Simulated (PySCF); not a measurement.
C4H9ClSi2

```xyz
16

C    -2.1096    1.0100    0.2058
C    -1.8123   -0.2766    0.9485
Cl   -3.3654   -1.0882    1.3678
Si   -0.7744   -1.5440   -0.0535
C     0.8418   -0.7094   -0.3935
C     1.9001   -0.1599   -0.6081
Si    3.5140    0.6913   -0.9248
H    -1.1716    1.5148   -0.0199
H    -2.7309    1.6765    0.8026
H    -2.6260    0.8042   -0.7294
H    -1.3472   -0.0477    1.9093
H    -0.5698   -2.7374    0.7684
H    -1.4762   -1.8288   -1.3068
H     3.2263    1.9636   -1.5924
H     4.1652    0.9184    0.3675
H     4.3285   -0.1778   -1.7768
```

Geometry: GFN2-xTB, NEB image 0 of 0 to 8.

Level of theory: PBE0/pcSseg-1, SCF density, gas phase, non-relativistic in PySCF 2.14.0.

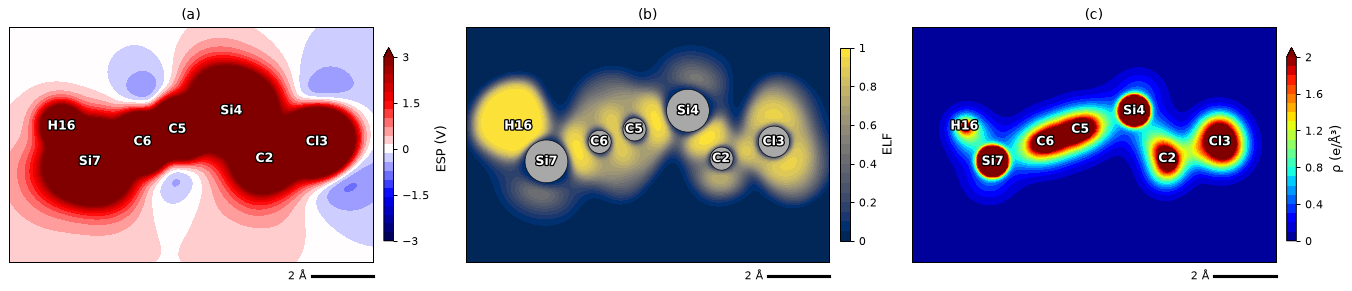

Figure 1. (a) molecular electrostatic potential; (b) ELF; (c) total electron density on the plane of atoms C6, Si7 and H16. Grey discs cover the atomic cores in the ELF map.

### Read the bonding off the picture.

- Atoms in the plane: C, Cl, Si and H.
- C–C (1.21 Å): the density is about 2.8 e/Å³ at the midpoint; the ELF peaks at about 0.85 between the atoms: a short, multiple covalent bond.
- C–Cl (1.80 Å): ρ is about 1.3 e/Å³ halfway; the ELF peaks at about 0.90 between the atoms: a covalent bond.
- C–Si (1.85 Å): the density is about 0.92 e/Å³ at the midpoint; the ELF peaks at about 0.95 between the atoms, as expected for localised, covalent bonding.
- C–Si (1.92 Å): ρ is about 0.92 e/Å³ halfway; the ELF peaks at about 1 between the atoms, as expected for a covalent bond.
- Si–H (1.46 Å): ρ is about 0.82 e/Å³ halfway; the ELF climbs to about 1 towards the hydrogen, as it does in any bond to H.
- The ELF also peaks beside Cl3, away from the bonds: lone-pair regions.
- Outside the dense part of the molecule the potential is most negative (−0.7 V) near Cl3.

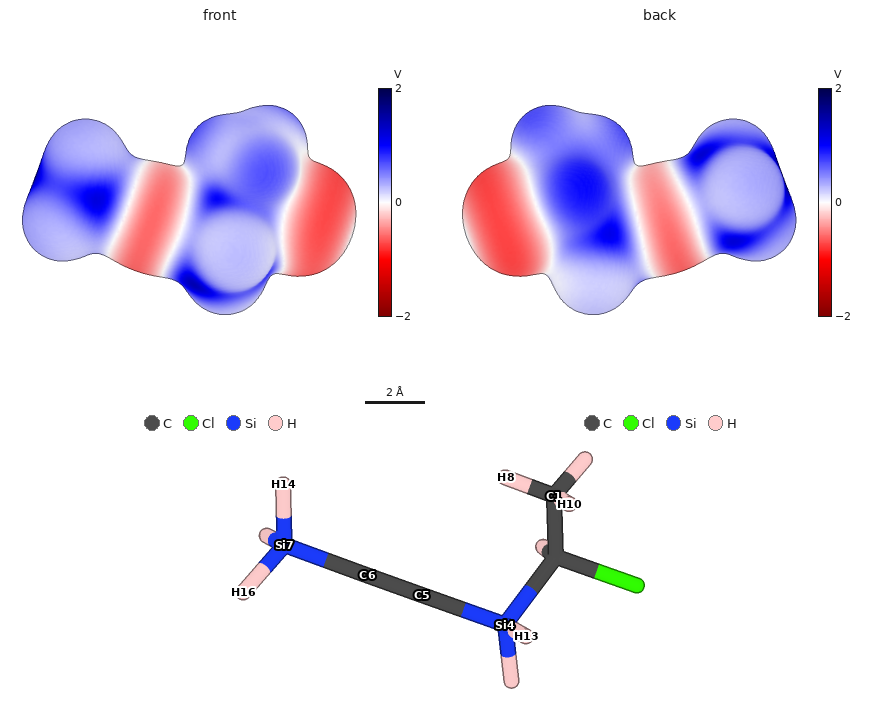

Figure 2. The electrostatic potential painted on the density surface at 0.002 e/bohr³, seen from the front and from behind; the colour scale runs from red (negative) to blue (positive). The bare structure is drawn below in the same view.

### Where is the surface potential most negative and most positive?

The most negative region (about −0.7 V, or −16 kcal/mol for a unit charge) lies over Cl3, the most positive (about +1.6 V, or +37 kcal/mol for a unit charge) over Si7.

### What dipole moment does the calculation give?

Its dipole moment is 2.32 D.
